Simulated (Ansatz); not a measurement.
Nudged elastic band, with input and output: BH₂F₃ (part 2 of 2)

BH₂F₃; RKS PBE0-D4/def2-SVPD (Ansatz 0.2.0). The run did not end well. One setting was made poor on purpose. It belongs to a series of runs on one base structure; here: band between the two ends.

Geometry of the input (Å):
```
B  -0.0065  0.4013  0.0459
F  -0.0142  0.8402  1.2854
F  1.1347  0.2295  -0.5832
F  -1.1410  0.1645  -0.5741
H  0.0793  -2.2283  0.6299
H  0.0591  -1.9331  1.3304
```

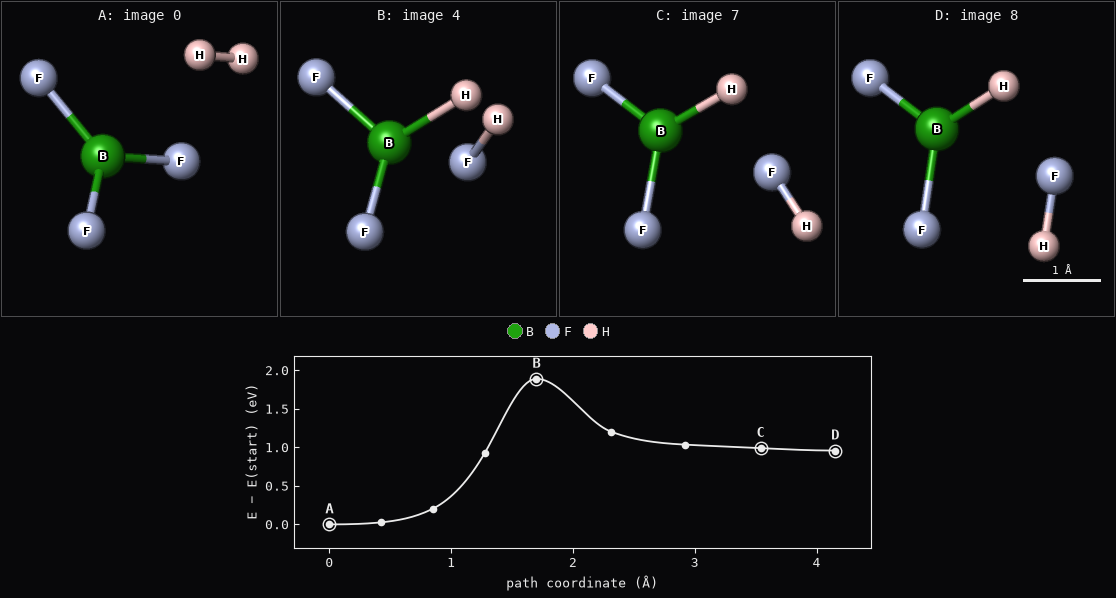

Images of the last band (counted from 0; ball-and-stick, seen at a tilt) above the energy along the path; the line is a cubic interpolation that uses the forces. The highest image is number 4, 1.891 eV above the start and 0.932 eV above the end (the climbing image); the end lies 0.959 eV above the start. The path is 4.15 Å long. The band had not converged after 60 iterations.

```
Unfinished report: {"positions_ang":[[0.014210408335882647,-0.27117977861180886,0.002423900578741122],[0.012457377859769967,0.11074236468354792,1.5717657347329528],[1.1567369603495288,0.1193837451565002,-0.5475168012466971],[-1.1470436283484757,0.07336390975230857,-0.5389748693918228],[0.04130254113598963,-1.5589672880917609,0.36240694769855497],[0.03373733066730498,-0.999242952888787,1.284097097628272]],"unchecked":["starts","cluster_reference","orbital_swaps","neighbouring_geometries","increment"],"mean_field":{"relativity":"none","state":{"energy":{"ev":-8846.640767367431,"hartree":-325.1080517322694},"converged":true,"gradient_ev":7.925269656340396e-6,"stability":{"kind":"minimum","curvature_ev":63.17886117206875},"curvature_floor_ev":0.00030000000000000003,"spin_squared":7.105427357601002e-15},"others":[],"fillings":{"estimated":0,"unestimated":0,"tried":0,"untried":0,"excluded_magnetic_sites":0},"n_dropped_functions":0,"n_trapped_functions":0,"passes":{"evaluations":2,"products":15},"factors":{"origin":"density fitting in generated functions","count":842,"bound_ev":null},"gradient_stop_ev":0.00009,"reference_kind":"stationary","functional":{"name":"PBE0","citations":["Adamo & Barone, J. Chem. Phys. 110, 6158 (1999) doi:10.1063/1.478522","Perdew, Burke & Ernzerhof, Phys. Rev. Lett. 77, 3865 (1996) doi:10.1103/PhysRevLett.77.3865"],"text":"name \"PBE0\"\ncite \"Adamo & Barone, J. Chem. Phys. 110, 6158 (1999) doi:10.1063/1.478522\"\ncite \"Perdew, Burke & Ernzerhof, Phys. Rev. Lett. 77, 3865 (1996) doi:10.1103/PhysRevLett.77.3865\"\nparent pbe\nparameter a = 0.25\nparameter kappa = 0.804\nparameter beta = 0.06672455060314922\nexchange = (1 - a)*pbe_x(kappa = kappa, mu = beta*pi^2/3) + a*exact_x\ncorrelation = pbe_c(beta = beta)\n","parameters":{"a":{"value":0.25,"default":0.25},"beta":{"value":0.06672455060314922,"default":0.06672455060314922},"kappa":{"value":0.804,"default":0.804}},"final_grid":{"core_spheres":13.0,"valence_spheres":11.0,"degree":36.0},"final_grid_parameter_source":"default","radial_points_factor":1.0,"radial_grid_error_ev":3.235511906987185e-7,"grid_sensitivity":"normal","grid_sensitivity_ratio":0.001870803151768979},"unsmoothed_excess_ev":-0.000032888690636768336,"symmetry":{"irreps":["A"],"axes":[[0.9999526538223112,-0.009650672014145566,-0.0012468533966072518],[0.009666580786766528,0.999862759920264,0.013454313082649993],[0.001116839115611399,-0.013465728881439657,0.9999087092410396]],"occupied":[{"A":17},{"A":17}]},"density_repulsion":{"missed_ev":0.00004808059401590604,"excess_ev":0.00004804496325889452,"most_excess_ev":0.00044199999999999996,"are_drawn_again":false,"n_first_factors":842,"energy_change_ev":0.0,"n_dropped_ends":0},"direct_passes":"host"},"factors":{"origin":"density fitting in generated functions","count":842,"bound_ev":null},"n_frozen":0,"n_occupied":[17,17],"n_virtual":[88,88],"reference":{"ev":-8846.640767367431,"hartree":-325.1080517322694},"dispersion":{"energy":{"ev":-0.048198994302443086,"hartree":-0.0017712803701630403},"switches_in_reach":[]},"total":{"ev":-8846.688966361733,"hartree":-325.1098230126396},"forces_ev_per_angstrom":[[0.00014071019575341527,-0.00048346876972474133,-0.0005444832055877724],[0.00012563073179927092,0.002209909652329241,0.0024524116464497716],[0.000026873631042536542,-1.4223994621568215e-6,-0.000859944191859673],[0.000024660661137392795,-0.00021263726254834434,-0.0005403561706894347],[0.00017305058790445687,-0.0013663892065694946,-0.00378882086235992],[-0.0004909258063386145,-0.0001459920133171067,0.0032811927854593873]],"charge_distribution":{"dipole_moment_e_ang":[0.008621340476024739,-0.39048151176452117,0.21387559171347958],"mulliken_charges_e":[1.1169862434414406,-0.5158561255546044,-0.41863860341802983,-0.41861838588933686,0.024554952780339256,0.21157191864018776],"lowdin_charges_e":[-0.6530581810504659,0.25341790633907024,0.24749357694595453,0.2475196171173195,0.09220352395748088,-0.18757644330939782]},"n_threads":2,"memory_gib":2.556818182580173,"seconds":{"hamiltonian":1.189547105,"orbitals":0.0,"second_order":0.0,"solver_start":0.0,"cycles":0.0,"cycle":0.0,"perturbative":0.0,"full_ci_increment":0.0,"forces":0.0}}
this run last wrote the band of iteration 60 to [file]
Error: NEB band did not converge after 60 iterations: max|band force component| = 8.17e-2 eV/Å (threshold 5.0e-2); raise `neb.max_iterations` in a new run, which can start from the last band evaluated (`neb.initial_path`, with `crystal.atoms` and `neb.final_atoms` set to its first and last images), add images, or start from endpoints closer to local minima. Where this run's directory can be resumed (`checkpoint.write`), a resume goes on for up to `neb.max_iterations` more; to start a new run from the last band, take its images' positions from the `neb_iteration` event of iteration 60 (`data.images[].positions_ang`), in the event stream of the run that computed that iteration (not this run's, if it was resumed behind it). With `checkpoint.write`, `steps/00-neb/state/checkpoint.json` in the run directory holds the last saved band, under `neb.evaluated.images[].positions_ang` (a band under a hybrid functional on support functions is neither saved nor resumed: `neb.initial_path` says where its path is): check the last entry of `neb.iterations` there, which is earlier than 60 if that iteration was not saved or its write failed. If the band's step has no `state` directory and holds `state.next`, a write was cut short, and the file is under `state.next` instead (behind a loss of power it can be under `state.prev`)
this run wrote the band of iteration 60 to [file] as well, whether or not its events were kept: a new run's `neb.initial_path` can list its `images[].positions_ang`
a run's events are kept only if it was started with --events-out <file>, and are in that file
```

### The last band as extended XYZ (Å, eV, eV/Å)
```
6
Properties=species:S:1:pos:R:3:forces:R:3 image=0 energy=-8848.57964
B    -0.0065    0.4013    0.0459   -0.0018   0.0046   0.0014
F    -0.0142    0.8402    1.2854    0.0006  -0.0008  -0.0124
F     1.1347    0.2295   -0.5832   -0.0101  -0.0002   0.0051
F    -1.1410    0.1645   -0.5741    0.0112   0.0004   0.0049
H     0.0793   -2.2283    0.6299   -0.0004   0.0074   0.0058
H     0.0591   -1.9331    1.3304    0.0005  -0.0114  -0.0049
6
Properties=species:S:1:pos:R:3:forces:R:3 image=1 energy=-8848.55273
B    -0.0026    0.2740    0.0914   -0.0016   0.0590  -0.0129
F    -0.0114    0.7087    1.3346   -0.0019   0.0685  -0.0219
F     1.1389    0.1280   -0.5460   -0.0007   0.0242  -0.0029
F    -1.1377    0.0640   -0.5396   -0.0003   0.0229  -0.0024
H     0.0656   -1.9954    0.5460    0.0020  -0.0771   0.0159
H     0.0586   -1.7053    1.2479    0.0025  -0.0974   0.0241
6
Properties=species:S:1:pos:R:3:forces:R:3 image=2 energy=-8848.37521
B     0.0027    0.1197    0.1336   -0.0114   0.4029   0.0221
F    -0.0055    0.5314    1.3974   -0.0112   0.3950  -0.1297
F     1.1428    0.0672   -0.5308   -0.0055   0.0074   0.0337
F    -1.1360    0.0041   -0.5250    0.0058   0.0065   0.0341
H     0.0576   -1.7875    0.4855    0.0087  -0.3205   0.0355
H     0.0497   -1.4608    1.1734    0.0135  -0.4913   0.0043
6
Properties=species:S:1:pos:R:3:forces:R:3 image=3 energy=-8847.65403
B     0.0094   -0.0842    0.1276   -0.0313   1.3250   0.8766
F     0.0025    0.3118    1.4749   -0.0328   1.2321  -0.5990
F     1.1473    0.0746   -0.5407   -0.0543  -0.2377   0.0990
F    -1.1380    0.0167   -0.5355    0.0667  -0.2351   0.0990
H     0.0493   -1.6240    0.4487    0.0127  -0.4536   0.4527
H     0.0409   -1.2209    1.1592    0.0389  -1.6307  -0.9283
6
Properties=species:S:1:pos:R:3:forces:R:3 image=4 energy=-8846.68893
B     0.0142   -0.2712    0.0024    0.0001  -0.0005  -0.0005
F     0.0125    0.1107    1.5718    0.0001   0.0022   0.0025
F     1.1567    0.1194   -0.5475    0.0000   0.0000  -0.0009
F    -1.1470    0.0734   -0.5390    0.0000  -0.0002  -0.0005
H     0.0413   -1.5590    0.3624    0.0002  -0.0014  -0.0038
H     0.0337   -0.9992    1.2841   -0.0005  -0.0001   0.0033
6
Properties=species:S:1:pos:R:3:forces:R:3 image=5 energy=-8847.37341
B     0.0087   -0.4135   -0.2663   -0.0064  -0.1523  -0.2951
F     0.0463    0.0312    1.7948    0.0028  -0.1046   0.2315
F     1.1502    0.1431   -0.6197   -0.0154   0.0486  -0.0736
F    -1.1307    0.1686   -0.5835    0.0141   0.0480  -0.0742
H     0.0024   -1.5602    0.1379   -0.0038  -0.0039  -0.2282
H     0.0344   -0.8951    1.6710    0.0086   0.1643   0.4395
6
Properties=species:S:1:pos:R:3:forces:R:3 image=6 energy=-8847.54410
B    -0.0539   -0.4526   -0.4108   -0.0031  -0.0091  -0.0475
F    -0.0367    0.0052    1.8919   -0.0305   0.0690   0.0056
F     1.1181    0.1184   -0.6271   -0.0057   0.0048  -0.0329
F    -1.1439    0.2238   -0.7109   -0.0031   0.0107  -0.0188
H    -0.1146   -1.6041   -0.0748   -0.0060  -0.0104  -0.0674
H     0.3424   -0.8165    2.0660    0.0484  -0.0650   0.1609
6
Properties=species:S:1:pos:R:3:forces:R:3 image=7 energy=-8847.58788
B    -0.1012   -0.5090   -0.4447   -0.0073  -0.0079  -0.0240
F    -0.1970   -0.1717    1.9290   -0.0051  -0.0289   0.0176
F     1.1100    0.0323   -0.4712   -0.0002  -0.0100  -0.0046
F    -1.1226    0.2610   -0.7584    0.0002   0.0089  -0.0106
H    -0.2354   -1.6822   -0.2504   -0.0180  -0.0120  -0.0478
H     0.6576   -0.4562    2.1299    0.0305   0.0499   0.0694
6
Properties=species:S:1:pos:R:3:forces:R:3 image=8 energy=-8847.62071
B    -0.1106   -0.5627   -0.4927   -0.0002  -0.0001   0.0006
F    -0.1626   -0.4232    2.0237    0.0000  -0.0006  -0.0012
F     1.1311   -0.1035   -0.3975   -0.0007  -0.0006   0.0004
F    -1.0661    0.3235   -0.6875   -0.0001   0.0006  -0.0002
H    -0.3345   -1.7371   -0.4919    0.0006   0.0001   0.0002
H     0.6542   -0.0230    2.1801    0.0004   0.0005   0.0003
```

### Outcome

```tsv
quantity	value
outcome	not converged
barrier, forward (band not converged)	1.891 eV
barrier, backward	0.932 eV
hardware	2 threads of Arm Neoverse V1, 24 GiB of memory available, shared host
wall time	9.4 min (CPU time 18 min)
peak memory	0.17 GiB
```

The run did not converge: “NEB band did not converge after 60 iterations: max|band force component| = 8.17e-2 eV/Å (threshold 5.0e-2); raise `neb.max_iterations` in a new run, which can start from the last band evaluated (`neb.initial_path`, with `crystal.atoms` and `neb.final_atoms` set to its first and last images), add images, or start from endpoints closer to local minima …” Its last values are not results. A deliberately poor setting: step length.
